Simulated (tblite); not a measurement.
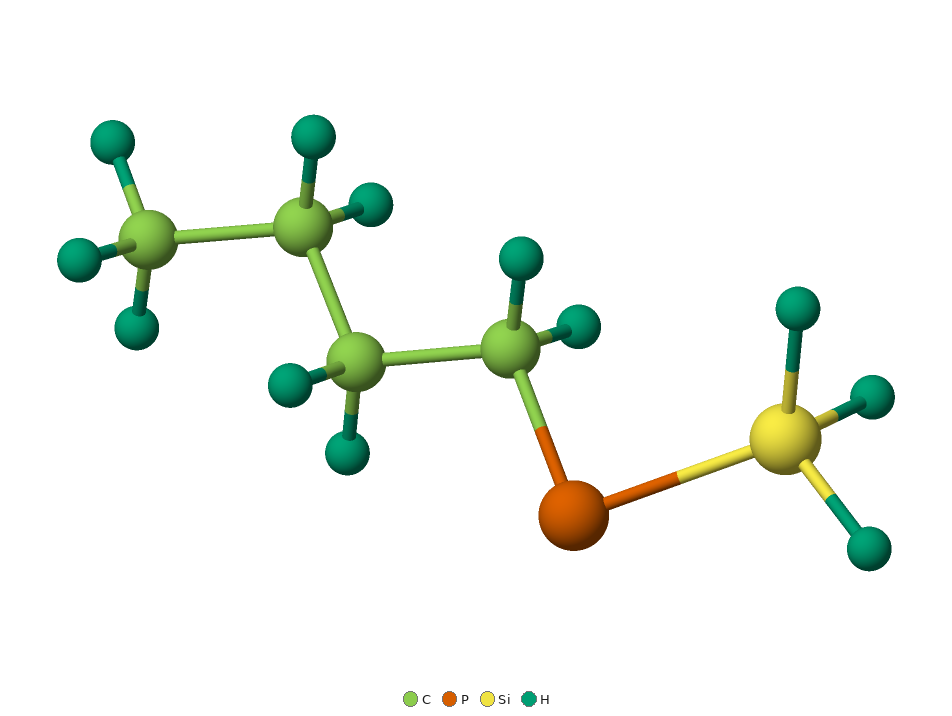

Simulated data, not a measurement (program: tblite).

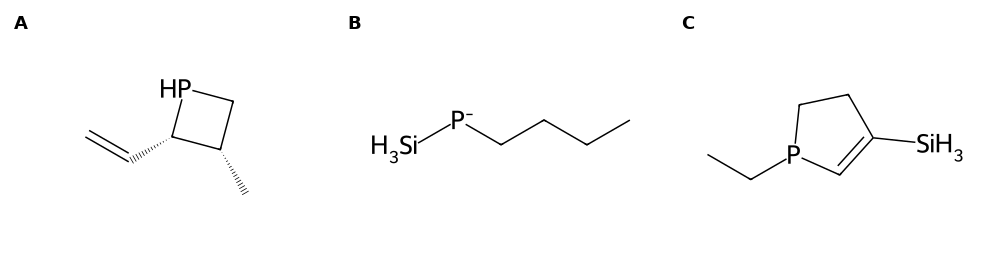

**Which structural formula matches the 3D model?**

B, `CCCC[P-][SiH3]`.
